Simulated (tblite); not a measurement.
**Run report: C₅H₇ClF, geometry relaxation (part 2 of 2)**

Continued. System: C₅H₇ClF, multiplicity 2. Method: GFN2-xTB geometry optimisation, gas phase (tblite 0.8.0). It belongs to a series of runs on one base structure; here: H removed from sp3 C.

Geometry of the input (Å):
```
F  -0.9163  -0.9289  1.5623
C  -1.0646  -0.4836  0.2399
C  0.1281  -0.9383  -0.5888
C  1.2329  -0.3345  0.2518
C  0.7022  1.0755  0.4347
Cl 1.4129  2.0699  -0.8518
C  -0.7934  1.0171  0.2060
H  -2.0278  -0.7565  -0.1636
H  0.0848  -0.3819  -1.5371
H  0.1924  -2.0142  -0.7227
H  2.1978  -0.3741  -0.2610
H  1.2780  -0.8461  1.2469
H  -1.0584  1.3529  -0.8124
H  -1.3694  1.5424  0.9735
```

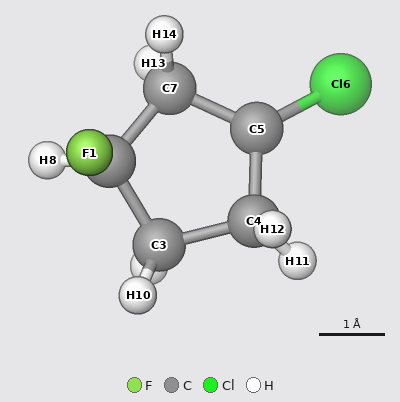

Fig. 1: The geometry at step 47 of the log (ball-and-stick view, seen at a tilt; atoms are numbered from 1 in the order of the input).

Trajectory as extended XYZ, continued
```
14
Properties=species:S:1:pos:R:3:forces:R:3 step=29 energy=-639.70221
F    -1.3302   -0.9531    1.3845   -0.0630  -0.0090  -0.0670
C    -1.1178   -0.4524    0.1115    0.0560  -0.0170   0.0040
C     0.1306   -1.1155   -0.4768   -0.0050  -0.0760  -0.0380
C     1.2928   -0.2794    0.0792    0.0090  -0.0200  -0.0200
C     0.7040    1.0848    0.1794    0.0370   0.0510  -0.0330
Cl    1.5215    2.4579   -0.4095   -0.0110  -0.0170   0.0440
C    -0.7875    1.0426    0.2154    0.0190   0.0260   0.0320
H    -2.0353   -0.6646   -0.4498    0.0540   0.0170   0.0510
H     0.1021   -1.0529   -1.5665   -0.0250   0.0470   0.0770
H     0.1852   -2.1647   -0.1898   -0.0020   0.0210   0.0240
H     2.1868   -0.3153   -0.5424   -0.0120   0.0170  -0.0330
H     1.5690   -0.6495    1.0746   -0.0320   0.0020  -0.0180
H    -1.2368    1.6303   -0.5907   -0.0080  -0.0770  -0.0240
H    -1.1850    1.4313    1.1588   -0.0160   0.0350   0.0010
14
Properties=species:S:1:pos:R:3:forces:R:3 step=31 energy=-639.70509
F    -1.3579   -0.9565    1.3742   -0.0380  -0.0220  -0.0110
C    -1.1172   -0.4528    0.1095   -0.0030   0.0240   0.0170
C     0.1305   -1.1244   -0.4678    0.0160   0.0110   0.0060
C     1.2935   -0.2779    0.0694    0.0620   0.0220   0.0100
C     0.7016    1.0855    0.1799    0.0940  -0.0050  -0.0170
Cl    1.5238    2.4659   -0.3883   -0.0340  -0.0390   0.0510
C    -0.7883    1.0416    0.2196    0.0830   0.0390   0.0120
H    -2.0256   -0.6528   -0.4659   -0.0250  -0.0220   0.0020
H     0.0996   -1.0744   -1.5560   -0.0260   0.0120   0.0110
H     0.1832   -2.1680   -0.1616    0.0110   0.0210   0.0040
H     2.1779   -0.3009   -0.5671   -0.0170  -0.0160  -0.0320
H     1.5925   -0.6466    1.0590   -0.0330   0.0090  -0.0160
H    -1.2306    1.6281   -0.5901   -0.0600  -0.0520  -0.0190
H    -1.1837    1.4325    1.1632   -0.0310   0.0170  -0.0190
14
Properties=species:S:1:pos:R:3:forces:R:3 step=33 energy=-639.70685
F    -1.3844   -0.9594    1.3641   -0.0100  -0.0120   0.0240
C    -1.1177   -0.4509    0.1074   -0.0280   0.0190   0.0140
C     0.1317   -1.1303   -0.4590    0.0070   0.0610   0.0260
C     1.2979   -0.2760    0.0615    0.0190   0.0050  -0.0110
C     0.7049    1.0849    0.1809    0.0120  -0.0250   0.0210
Cl    1.5236    2.4713   -0.3666    0.0140   0.0190   0.0250
C    -0.7843    1.0431    0.2235    0.0160  -0.0110  -0.0170
H    -2.0198   -0.6445   -0.4806   -0.0180  -0.0130  -0.0110
H     0.0962   -1.0949   -1.5469   -0.0100  -0.0070  -0.0100
H     0.1824   -2.1690   -0.1357    0.0210   0.0330  -0.0100
H     2.1693   -0.2897   -0.5921    0.0170  -0.0460  -0.0250
H     1.6134   -0.6436    1.0451   -0.0010  -0.0010   0.0020
H    -1.2291    1.6249   -0.5896   -0.0370  -0.0320   0.0080
H    -1.1848    1.4337    1.1659   -0.0020   0.0110  -0.0380
14
Properties=species:S:1:pos:R:3:forces:R:3 step=35 energy=-639.70770
F    -1.3945   -0.9619    1.3623    0.0100   0.0140   0.0130
C    -1.1189   -0.4496    0.1085   -0.0100  -0.0150  -0.0010
C     0.1323   -1.1291   -0.4552   -0.0170   0.0140  -0.0080
C     1.3012   -0.2751    0.0580   -0.0150  -0.0080  -0.0080
C     0.7079    1.0842    0.1824   -0.0340   0.0130   0.0080
Cl    1.5246    2.4739   -0.3576    0.0260   0.0290   0.0210
C    -0.7815    1.0432    0.2239   -0.0400  -0.0260  -0.0090
H    -2.0188   -0.6428   -0.4846    0.0040   0.0010  -0.0020
H     0.0941   -1.1002   -1.5438   -0.0070   0.0000   0.0030
H     0.1837   -2.1668   -0.1286    0.0200   0.0310  -0.0060
H     2.1682   -0.2898   -0.6015    0.0190  -0.0420  -0.0120
H     1.6187   -0.6428    1.0403    0.0280  -0.0100   0.0140
H    -1.2320    1.6205   -0.5898    0.0020  -0.0170   0.0030
H    -1.1857    1.4358    1.1636    0.0130   0.0160  -0.0170
14
Properties=species:S:1:pos:R:3:forces:R:3 step=37 energy=-639.70825
F    -1.3965   -0.9632    1.3634    0.0150   0.0200   0.0000
C    -1.1200   -0.4501    0.1099    0.0070  -0.0180  -0.0040
C     0.1317   -1.1269   -0.4548   -0.0070  -0.0240  -0.0190
C     1.3021   -0.2747    0.0562   -0.0110   0.0020   0.0070
C     0.7082    1.0847    0.1809   -0.0160   0.0210  -0.0170
Cl    1.5274    2.4776   -0.3519    0.0000  -0.0040   0.0320
C    -0.7817    1.0417    0.2231   -0.0220   0.0020   0.0010
H    -2.0186   -0.6427   -0.4852    0.0000  -0.0030   0.0080
H     0.0918   -1.1004   -1.5433   -0.0070   0.0110   0.0010
H     0.1863   -2.1638   -0.1284    0.0120   0.0010   0.0020
H     2.1700   -0.2951   -0.6035   -0.0100  -0.0210   0.0080
H     1.6180   -0.6416    1.0401    0.0280  -0.0040  -0.0060
H    -1.2359    1.6156   -0.5900    0.0100   0.0030  -0.0210
H    -1.1835    1.4384    1.1613    0.0010   0.0140   0.0080
14
Properties=species:S:1:pos:R:3:forces:R:3 step=39 energy=-639.70857
F    -1.3980   -0.9625    1.3632    0.0110   0.0070   0.0050
C    -1.1204   -0.4510    0.1098    0.0040   0.0090   0.0030
C     0.1311   -1.1274   -0.4548    0.0090  -0.0090   0.0040
C     1.3018   -0.2742    0.0548    0.0010   0.0040   0.0040
C     0.7069    1.0856    0.1778    0.0060  -0.0130  -0.0140
Cl    1.5291    2.4808   -0.3442   -0.0120  -0.0130   0.0320
C    -0.7831    1.0410    0.2228    0.0110   0.0200  -0.0070
H    -2.0181   -0.6421   -0.4868   -0.0090  -0.0130   0.0110
H     0.0897   -1.1027   -1.5430   -0.0010   0.0100  -0.0050
H     0.1885   -2.1626   -0.1256    0.0040  -0.0220   0.0010
H     2.1696   -0.2987   -0.6057   -0.0220  -0.0020   0.0110
H     1.6208   -0.6402    1.0389    0.0080   0.0050  -0.0220
H    -1.2376    1.6132   -0.5908   -0.0010   0.0140  -0.0250
H    -1.1812    1.4403    1.1614   -0.0110   0.0030   0.0020
14
Properties=species:S:1:pos:R:3:forces:R:3 step=41 energy=-639.70892
F    -1.4022   -0.9606    1.3621    0.0130  -0.0010   0.0140
C    -1.1209   -0.4511    0.1092   -0.0050   0.0210   0.0080
C     0.1312   -1.1290   -0.4530    0.0010   0.0090   0.0200
C     1.3019   -0.2735    0.0527    0.0020  -0.0110  -0.0080
C     0.7057    1.0853    0.1758    0.0080  -0.0320   0.0030
Cl    1.5298    2.4834   -0.3311    0.0010   0.0060   0.0240
C    -0.7841    1.0417    0.2221    0.0170   0.0090  -0.0190
H    -2.0176   -0.6418   -0.4893   -0.0060  -0.0140   0.0110
H     0.0877   -1.1072   -1.5414    0.0080   0.0010   0.0020
H     0.1912   -2.1625   -0.1190   -0.0080  -0.0230  -0.0080
H     2.1661   -0.3011   -0.6117   -0.0060   0.0200  -0.0080
H     1.6299   -0.6394    1.0339   -0.0130   0.0100  -0.0100
H    -1.2379    1.6125   -0.5935   -0.0020   0.0130  -0.0080
H    -1.1814    1.4427    1.1611   -0.0090  -0.0080  -0.0210
14
Properties=species:S:1:pos:R:3:forces:R:3 step=43 energy=-639.70930
F    -1.4058   -0.9582    1.3626    0.0180   0.0090   0.0150
C    -1.1219   -0.4500    0.1096   -0.0050  -0.0050   0.0030
C     0.1311   -1.1301   -0.4500   -0.0170  -0.0030   0.0050
C     1.3025   -0.2737    0.0501   -0.0010  -0.0170  -0.0120
C     0.7051    1.0834    0.1761   -0.0010  -0.0020   0.0080
Cl    1.5303    2.4851   -0.3159    0.0180   0.0220   0.0190
C    -0.7845    1.0430    0.2197   -0.0040  -0.0180  -0.0150
H    -2.0178   -0.6431   -0.4897    0.0010  -0.0060   0.0110
H     0.0865   -1.1101   -1.5388    0.0070  -0.0080   0.0130
H     0.1935   -2.1633   -0.1137   -0.0230  -0.0020  -0.0130
H     2.1620   -0.3022   -0.6192    0.0140   0.0340  -0.0310
H     1.6402   -0.6393    1.0273   -0.0210   0.0030   0.0220
H    -1.2375    1.6127   -0.5981    0.0110   0.0010   0.0070
H    -1.1843    1.4454    1.1576    0.0010  -0.0070  -0.0320
14
Properties=species:S:1:pos:R:3:forces:R:3 step=45 energy=-639.71002
F    -1.4059   -0.9532    1.3672    0.0150   0.0270   0.0110
C    -1.1235   -0.4492    0.1119    0.0110  -0.0460  -0.0090
C     0.1293   -1.1318   -0.4456   -0.0080  -0.0260  -0.0310
C     1.3030   -0.2756    0.0458    0.0050   0.0100   0.0000
C     0.7041    1.0796    0.1763   -0.0050   0.0540  -0.0040
Cl    1.5329    2.4889   -0.2884    0.0240   0.0120   0.0200
C    -0.7852    1.0438    0.2133   -0.0200  -0.0350   0.0060
H    -2.0189   -0.6472   -0.4866   -0.0020   0.0000   0.0150
H     0.0845   -1.1115   -1.5343   -0.0070  -0.0220   0.0030
H     0.1954   -2.1657   -0.1104   -0.0430   0.0200  -0.0070
H     2.1566   -0.3024   -0.6311    0.0170   0.0350  -0.0350
H     1.6516   -0.6383    1.0195   -0.0180  -0.0150   0.0410
H    -1.2364    1.6119   -0.6074    0.0270  -0.0200   0.0080
H    -1.1883    1.4502    1.1477    0.0020   0.0050  -0.0170
14
Properties=species:S:1:pos:R:3:forces:R:3 step=47 energy=-639.71136
F    -1.3971   -0.9417    1.3788    0.0000   0.0260   0.0050
C    -1.1247   -0.4511    0.1163    0.0280  -0.0380  -0.0130
C     0.1258   -1.1355   -0.4416    0.0350  -0.0130  -0.0500
C     1.3029   -0.2785    0.0388    0.0140   0.0590   0.0140
C     0.7019    1.0756    0.1714    0.0030   0.0720  -0.0150
Cl    1.5407    2.4976   -0.2361    0.0120  -0.0240   0.0210
C    -0.7869    1.0423    0.2006   -0.0050  -0.0120   0.0260
H    -2.0217   -0.6564   -0.4768   -0.0160  -0.0070   0.0250
H     0.0787   -1.1117   -1.5288   -0.0240  -0.0400  -0.0490
H     0.1955   -2.1700   -0.1105   -0.0520   0.0160   0.0140
H     2.1490   -0.3022   -0.6494    0.0050   0.0170   0.0030
H     1.6617   -0.6346    1.0119   -0.0060  -0.0310   0.0130
H    -1.2345    1.6063   -0.6251    0.0230  -0.0420  -0.0130
H    -1.1918    1.4595    1.1283   -0.0160   0.0160   0.0170
14
Properties=species:S:1:pos:R:3:forces:R:3 step=48 energy=-639.71216
F    -1.3887   -0.9347    1.3863   -0.0050   0.0110   0.0020
C    -1.1243   -0.4533    0.1186    0.0240  -0.0020  -0.0040
C     0.1246   -1.1372   -0.4416    0.0430   0.0110  -0.0390
C     1.3025   -0.2790    0.0361    0.0110   0.0630   0.0100
C     0.7006    1.0751    0.1667    0.0060   0.0420  -0.0080
Cl    1.5456    2.5018   -0.2082    0.0050  -0.0320   0.0180
C    -0.7879    1.0407    0.1938    0.0090   0.0140   0.0250
H    -2.0240   -0.6624   -0.4689   -0.0170  -0.0120   0.0300
H     0.0745   -1.1105   -1.5279   -0.0240  -0.0440  -0.0740
H     0.1941   -2.1720   -0.1135   -0.0410   0.0030   0.0260
H     2.1459   -0.3024   -0.6565    0.0040   0.0090   0.0290
H     1.6626   -0.6328    1.0103    0.0000  -0.0300  -0.0150
H    -1.2333    1.6011   -0.6353    0.0100  -0.0450  -0.0270
H    -1.1930    1.4651    1.1179   -0.0270   0.0140   0.0280
14
Properties=species:S:1:pos:R:3:forces:R:3 step=50 energy=-639.71385
F    -1.3716   -0.9200    1.4014    0.0120  -0.0250  -0.0070
C    -1.1220   -0.4572    0.1239   -0.0020   0.0700   0.0140
C     0.1241   -1.1389   -0.4440    0.0000   0.0410  -0.0060
C     1.3024   -0.2776    0.0308   -0.0080   0.0040  -0.0190
C     0.6982    1.0757    0.1559    0.0060  -0.0290   0.0230
Cl    1.5567    2.5089   -0.1494   -0.0030  -0.0230   0.0100
C    -0.7895    1.0389    0.1816    0.0150   0.0490   0.0050
H    -2.0293   -0.6759   -0.4494    0.0050  -0.0050   0.0300
H     0.0640   -1.1089   -1.5300   -0.0040  -0.0420  -0.0640
H     0.1900   -2.1747   -0.1193   -0.0010  -0.0040   0.0330
H     2.1404   -0.3037   -0.6683    0.0260   0.0110   0.0560
H     1.6646   -0.6313    1.0058    0.0020  -0.0100  -0.0570
H    -1.2309    1.5854   -0.6586   -0.0160  -0.0340  -0.0360
H    -1.1978    1.4789    1.0973   -0.0300  -0.0020   0.0180
14
Properties=species:S:1:pos:R:3:forces:R:3 step=52 energy=-639.71587
F    -1.3515   -0.9012    1.4220    0.0550  -0.0320  -0.0180
C    -1.1198   -0.4574    0.1338   -0.0260   0.0570   0.0100
C     0.1225   -1.1382   -0.4459   -0.0710   0.0050   0.0010
C     1.3026   -0.2759    0.0215   -0.0250  -0.0580  -0.0430
C     0.6956    1.0745    0.1506    0.0000  -0.0400   0.0470
Cl    1.5703    2.5127   -0.0636   -0.0070  -0.0050   0.0060
C    -0.7919    1.0403    0.1651   -0.0130   0.0300  -0.0110
H    -2.0353   -0.6947   -0.4197    0.0230   0.0320   0.0110
H     0.0490   -1.1075   -1.5330    0.0120  -0.0360   0.0050
H     0.1858   -2.1759   -0.1232    0.0290   0.0290   0.0240
H     2.1323   -0.3033   -0.6870    0.0520   0.0300   0.0410
H     1.6780   -0.6343    0.9900   -0.0090   0.0080  -0.0450
H    -1.2247    1.5590   -0.6981   -0.0170  -0.0130  -0.0040
H    -1.2135    1.5014    1.0653   -0.0050  -0.0060  -0.0230
14
Properties=species:S:1:pos:R:3:forces:R:3 step=54 energy=-639.71766
F    -1.3306   -0.8878    1.4375    0.0650  -0.0130  -0.0090
C    -1.1189   -0.4531    0.1427   -0.0060  -0.0380  -0.0180
C     0.1173   -1.1358   -0.4480   -0.0380  -0.0410  -0.0130
C     1.3015   -0.2770    0.0127   -0.0220  -0.0250  -0.0250
C     0.6941    1.0716    0.1598   -0.0500  -0.0650   0.0340
Cl    1.5770    2.5070   -0.0007    0.0390   0.0780  -0.0020
C    -0.7941    1.0436    0.1522   -0.0150  -0.0340  -0.0050
H    -2.0383   -0.7064   -0.3949   -0.0180   0.0580  -0.0130
H     0.0384   -1.1069   -1.5360   -0.0020  -0.0290   0.0480
H     0.1815   -2.1738   -0.1242    0.0250   0.0440   0.0120
H     2.1279   -0.2956   -0.7001    0.0340   0.0260   0.0040
H     1.6906   -0.6405    0.9726   -0.0170  -0.0120  -0.0030
H    -1.2159    1.5357   -0.7327    0.0000   0.0200   0.0270
H    -1.2313    1.5185    1.0371    0.0040   0.0300  -0.0370
14
Properties=species:S:1:pos:R:3:forces:R:3 step=56 energy=-639.71879
F    -1.3263   -0.8841    1.4390    0.0430  -0.0090  -0.0040
C    -1.1198   -0.4516    0.1430    0.0150  -0.0600  -0.0220
C     0.1141   -1.1380   -0.4471    0.0270  -0.0190  -0.0150
C     1.3008   -0.2780    0.0067    0.0030   0.0100   0.0000
C     0.6927    1.0692    0.1642   -0.0080   0.0080   0.0040
Cl    1.5789    2.5088    0.0232    0.0010   0.0090   0.0030
C    -0.7950    1.0442    0.1482    0.0020  -0.0460   0.0100
H    -2.0387   -0.7051   -0.3936   -0.0480   0.0450  -0.0100
H     0.0355   -1.1169   -1.5349   -0.0120  -0.0280   0.0380
H     0.1806   -2.1730   -0.1153    0.0150   0.0300   0.0080
H     2.1263   -0.2894   -0.7090   -0.0080   0.0090   0.0080
H     1.6984   -0.6404    0.9640   -0.0240  -0.0250  -0.0120
H    -1.2137    1.5322   -0.7399    0.0030   0.0300   0.0140
H    -1.2344    1.5217    1.0294   -0.0100   0.0450  -0.0200
14
Properties=species:S:1:pos:R:3:forces:R:3 step=58 energy=-639.72004
F    -1.3128   -0.8803    1.4408    0.0020  -0.0350  -0.0040
C    -1.1193   -0.4534    0.1412   -0.0020   0.0170  -0.0010
C     0.1132   -1.1397   -0.4498    0.0300   0.0060   0.0130
C     1.2997   -0.2778    0.0025    0.0210   0.0230   0.0130
C     0.6910    1.0685    0.1704    0.0000  -0.0180  -0.0040
Cl    1.5798    2.5077    0.0411   -0.0050   0.0100   0.0030
C    -0.7962    1.0424    0.1455    0.0120   0.0200  -0.0100
H    -2.0440   -0.7015   -0.3895   -0.0150   0.0120   0.0140
H     0.0329   -1.1292   -1.5357   -0.0060  -0.0090  -0.0170
H     0.1783   -2.1700   -0.1084    0.0310  -0.0250   0.0120
H     2.1266   -0.2800   -0.7127   -0.0370  -0.0110   0.0040
H     1.7001   -0.6451    0.9570   -0.0240  -0.0190  -0.0170
H    -1.2092    1.5312   -0.7452    0.0040   0.0110  -0.0010
H    -1.2406    1.5265    1.0206   -0.0110   0.0190  -0.0050
14
Properties=species:S:1:pos:R:3:forces:R:3 step=60 energy=-639.72053
F    -1.3069   -0.8764    1.4439   -0.0050  -0.0240  -0.0030
C    -1.1192   -0.4526    0.1422   -0.0020   0.0170   0.0070
C     0.1131   -1.1412   -0.4485   -0.0070   0.0020   0.0040
C     1.3004   -0.2765   -0.0037   -0.0060   0.0060   0.0090
C     0.6901    1.0674    0.1734    0.0080   0.0230  -0.0020
Cl    1.5821    2.5088    0.0767   -0.0220  -0.0200   0.0030
C    -0.7969    1.0434    0.1403    0.0030   0.0220  -0.0040
H    -2.0474   -0.7011   -0.3831    0.0070   0.0020   0.0130
H     0.0276   -1.1401   -1.5343    0.0050  -0.0050  -0.0090
H     0.1797   -2.1690   -0.0982    0.0290  -0.0130   0.0000
H     2.1212   -0.2750   -0.7252   -0.0240  -0.0060  -0.0150
H     1.7099   -0.6495    0.9440   -0.0160  -0.0040   0.0080
H    -1.2051    1.5252   -0.7572    0.0150   0.0040   0.0030
H    -1.2492    1.5360    1.0075    0.0140  -0.0030  -0.0170
14
Properties=species:S:1:pos:R:3:forces:R:3 step=62 energy=-639.72078
F    -1.3076   -0.8777    1.4442   -0.0040   0.0000  -0.0010
C    -1.1193   -0.4519    0.1432   -0.0010  -0.0050   0.0060
C     0.1131   -1.1417   -0.4465   -0.0190  -0.0060  -0.0110
C     1.3005   -0.2758   -0.0050   -0.0130  -0.0060  -0.0040
C     0.6901    1.0674    0.1747    0.0000   0.0140   0.0020
Cl    1.5815    2.5086    0.0882   -0.0050   0.0000   0.0020
C    -0.7965    1.0444    0.1385   -0.0020  -0.0050   0.0040
H    -2.0478   -0.6999   -0.3819    0.0080   0.0000   0.0080
H     0.0257   -1.1425   -1.5325    0.0100  -0.0080  -0.0010
H     0.1834   -2.1695   -0.0948    0.0110   0.0120  -0.0050
H     2.1164   -0.2745   -0.7316   -0.0050   0.0000  -0.0100
H     1.7135   -0.6508    0.9401   -0.0050   0.0030   0.0150
H    -1.2030    1.5234   -0.7612    0.0140   0.0020  -0.0010
H    -1.2506    1.5400    1.0025    0.0100   0.0000  -0.0030
14
Properties=species:S:1:pos:R:3:forces:R:3 step=64 energy=-639.72087
F    -1.3038   -0.8771    1.4463   -0.0050   0.0050   0.0010
C    -1.1190   -0.4521    0.1446   -0.0020  -0.0040   0.0020
C     0.1121   -1.1417   -0.4474   -0.0020   0.0000  -0.0050
C     1.2993   -0.2759   -0.0054   -0.0010  -0.0020  -0.0040
C     0.6899    1.0679    0.1737    0.0000  -0.0050   0.0000
Cl    1.5818    2.5088    0.0958   -0.0020   0.0030   0.0000
C    -0.7965    1.0443    0.1367   -0.0010  -0.0050   0.0030
H    -2.0483   -0.7010   -0.3780   -0.0010  -0.0010   0.0040
H     0.0245   -1.1419   -1.5332    0.0060  -0.0050  -0.0030
H     0.1851   -2.1696   -0.0968    0.0010   0.0070  -0.0020
H     2.1145   -0.2751   -0.7329    0.0020  -0.0020   0.0000
H     1.7113   -0.6505    0.9406   -0.0030   0.0050  -0.0010
H    -1.2016    1.5210   -0.7649    0.0080   0.0000  -0.0020
H    -1.2500    1.5426    0.9988   -0.0010   0.0030   0.0060
```

Summary

| quantity | value |
| --- | --- |
| outcome | converged |
| total energy | −639.7209 eV |
| hardware | 1 CPU thread, shared host |
| peak memory | 0.18 GiB |
